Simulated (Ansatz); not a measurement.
# doublet [Si2H4]+: levels of theory compared

Aim: a comparison of 6 runs (UHF/STO-3G, U-wB97M-V/STO-3G, UCAM-B3LYP/STO-3G, UHSE06/STO-3G, UPBE0/STO-3G, UCCSDTQ/STO-3G) of doublet [Si2H4]+. 

Program for the calculation: Ansatz 0.2.0.

29 further runs of the same task are left out: 29 set aside as unsound or not needed.

## (1) The structure to begin with

[Si2H4]+: 6 atoms, total charge +1, spin state doublet. As SMILES of the parent species, `[SiH][SiH3]`. The shape is that of a GFN2-xTB optimisation. That shape belongs to the parent species and isn't relaxed for this state.

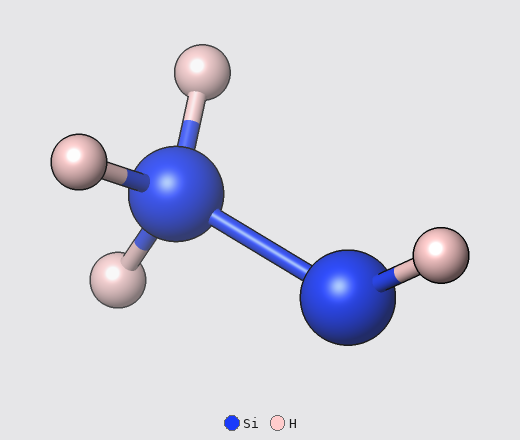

The structure, seen from a chosen angle (silicon blue, hydrogen pink).

## (2) The energy at UHF/STO-3G (run 1)

The input, input.yaml:

```yaml
basis:
  gaussian:
    orbitals: STO-3G
crystal:
  periodic: [false, false, false]
  atoms:
    - {symbol: Si, position_ang: [0.322720, -1.575880, 0.287350]}
    - {symbol: Si, position_ang: [-0.300130, 0.523270, -0.245660]}
    - {symbol: H, position_ang: [1.427930, -2.017820, 1.155760]}
    - {symbol: H, position_ang: [-1.456530, 0.376070, -1.136010]}
    - {symbol: H, position_ang: [0.714920, 1.325330, -0.951090]}
    - {symbol: H, position_ang: [-0.708920, 1.369020, 0.889660]}
total_charge: 1
magnetization:
  spin_polarized: true
  initial_magnetization: 1
hamiltonian:
  xc: hf
accuracy: high
```

Started as:

```bash
$ ansatz run input.yaml --threads 1 --pin off --max-ram 2610MiB --events-out events.jsonl --progress --plain --runs-dir runs
```

What it wrote:

```text
Warning: RAYON_NUM_THREADS=1 ignored (pool sized by the plan → 1); use --threads N
Functional definition: HF
  name "HF"
  exchange = exact_x
  correlation = 0
387 factors; integrals over basis functions are off by at most 6.1e-9 eV
mean field evaluation 1: about -15598.7033 eV, gradient 8.6e0 eV
mean field evaluation 2: about -15598.7043 eV, gradient 8.5e0 eV
mean field evaluation 4: about -15599.7067 eV, gradient 8.4e-1 eV
mean field evaluation 8: about -15599.7258 eV, gradient 8.8e-3 eV
mean field evaluation 16: about -15599.2247 eV, gradient 1.5e0 eV
mean field evaluation 32: about -15599.7169 eV, gradient 3.5e-1 eV
mean field -15599.72581298 eV, -573.2793497530 hartree, gradient 5.3e-8 eV, S^2 0.750841; 0 other end points of the search recorded, 0 dependent functions left out
reference -15599.72581298 eV, -573.2793497530 hartree; 16, 15 occupied and 6, 7 virtual orbitals, 387 factors
Total energy: -15599.72581298 eV, -573.2793497530 hartree
```

It took 0.14 s on 1 thread of AMD EPYC 9R14 (Zen 4), shared host.

## (3) The energy at U-wB97M-V/STO-3G (run 2)

input.yaml, as its differences from that of step 2:

```diff
@@ -1,4 +1 @@
-basis:
-  gaussian:
-    orbitals: STO-3G
 crystal:
@@ -12,8 +9,7 @@
     - {symbol: H, position_ang: [-0.708920, 1.369020, 0.889660]}
+basis:
+  gaussian: {orbitals: STO-3G}
 total_charge: 1
-magnetization:
-  spin_polarized: true
-  initial_magnetization: 1
-hamiltonian:
-  xc: hf
+magnetization: {spin_polarized: true, initial_magnetization: 1}
+hamiltonian: {xc: {name: wB97M-V}}
 accuracy: high
```

Started as:

```bash
$ ansatz run input.yaml --threads 1 --pin off --max-ram 2610MiB --events-out events.jsonl --progress --plain --runs-dir runs
```

What it wrote, shortened:

```text
Warning: RAYON_NUM_THREADS=1 ignored (pool sized by the plan → 1); use --threads N
Functional definition: wB97M-V
  name "wB97M-V"
[...]
  gx(w, u) = 1 - cx + cx01*u + cx10*w
  gss(w, u) = css00 + css04*u^4 + css10*w + css20*w^2 + css43*w^4*u^3
  gos(w, u) = cos00 + cos10*w + (cos20 + cos21*u)*w^2 + (cos60 + cos61*u)*w^6
[...]
      + integral(e_c_pw_mod_opposite_spin*gos(b97_w_opposite, b97_u_opposite)) + vv10(b, c)
387 factors; integrals over basis functions are off by at most 6.1e-9 eV
166 factors; integrals over basis functions are off by at most 7.8e-10 eV
[...]
mean field -15630.15455294 eV, -574.3975853212 hartree, gradient 5.9e-8 eV, S^2 0.750398; 2 other end points of the search recorded, 0 dependent functions left out
reference -15630.15455576 eV, -574.3975854248 hartree; 16, 15 occupied and 6, 7 virtual orbitals, 387 factors
Total energy: -15630.15455576 eV, -574.3975854248 hartree
```

Run time: 15 s. Hardware: 1 thread of AMD EPYC 9R14 (Zen 4), shared host; peak memory 0.59 GiB.

Runs 3 to 5 aren't shown in full; the table further down has their settings and results.

## (4) A single-point energy at UCCSDTQ/STO-3G (run 6)

The input, in.yaml:

```yaml
crystal:
  periodic: [false, false, false]
  atoms:
    - {symbol: Si, position_ang: [0.322720, -1.575880, 0.287350]}
    - {symbol: Si, position_ang: [-0.300130, 0.523270, -0.245660]}
    - {symbol: H, position_ang: [1.427930, -2.017820, 1.155760]}
    - {symbol: H, position_ang: [-1.456530, 0.376070, -1.136010]}
    - {symbol: H, position_ang: [0.714920, 1.325330, -0.951090]}
    - {symbol: H, position_ang: [-0.708920, 1.369020, 0.889660]}
basis:
  gaussian:
    orbitals: STO-3G
total_charge: 1
magnetization:
  spin_polarized: true
  initial_magnetization: 1
correlation:
  method: ccsdtq
  frozen_orbitals: {H: 0, Si: 5}
accuracy: high
scf:
  omitted_lower_state_checks: [cluster_reference, increment]
```

Started as:

```bash
$ ansatz run in.yaml --threads 1 --pin off --max-ram 2610MiB --events-out events.jsonl --progress --plain --runs-dir runs
```

What it wrote:

```text
Warning: RAYON_NUM_THREADS=1 ignored (pool sized by the plan → 1); use --threads N
[... 12 lines left out ...]
10 core orbitals not correlated: weight in the atoms' cores, before any rotation towards them, 0.999 or more for the frozen orbitals, at most 0.000 for the correlated occupied ones
[... 33 lines left out ...]
Total energy: -15602.34260611 eV, -573.3755151268 hartree
Checks for a lower state left out: cluster_reference, increment
```

Wall time 21 s (1 thread of AMD EPYC 9R14 (Zen 4), shared host); peak memory 0.2 GiB.

## (5) The series

```
run              level  frozen core orbitals  energy (Eh)   ⟨S²⟩  wall time
  1         UHF/STO-3G                     –  -573.279350  0.751     0.14 s
  2   U-wB97M-V/STO-3G                     –  -574.397585  0.750       15 s
  3  UCAM-B3LYP/STO-3G                     –  -574.313311  0.750      1.7 s
  4      UHSE06/STO-3G                     –  -574.106361  0.750      1.8 s
  5       UPBE0/STO-3G                     –  -574.119167  0.750      1.6 s
  6     UCCSDTQ/STO-3G                    10  -573.375515  0.751       21 s
```

## (6) Summary of results

| quantity | value |
| --- | --- |
| run 6: total energy | -573.37552 Eh |
| run 6: correlation energy (10 core orbitals frozen) | -96.2 mEh |
| run 6: ⟨S²⟩ of the reference determinant | 0.751 |
| run 6: T1 diagnostic | 0.010 |

What this shows: Totals of different functionals can't be ranked against each other. In runs 1, 2, 3, 4, 5, 6 the basis is minimal, so the values are rough. All runs together took 41 s, the longest 21 s.
